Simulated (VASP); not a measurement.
Band structure of SiGe (space group P6_3mc). Method: modified Becke-Johnson potential (mBJ), VASP's PBE PAW potentials (set 64) (plane waves; VASP 6.6.1).

mBJ is a potential without an energy functional, so only the levels count.

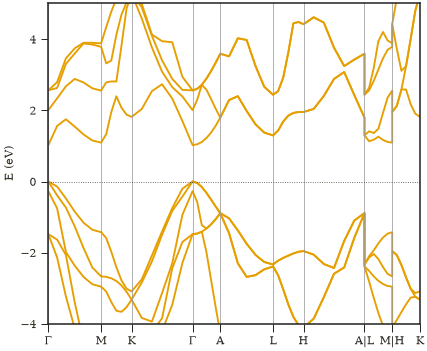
Bands along high-symmetry lines, zero at the valence-band maximum or, without a gap, the Fermi level

Q: Read the plot: is there a gap, and where are the band edges?

A: The gap is direct, 1.02 eV, from the valence maximum at Γ to the conduction minimum at Γ.

The structure comes from a computed database's SiGe entry (P6_3mc); how it stands against other phases isn't given here. It was relaxed first. The cell's shape comes from a PBE relaxation.
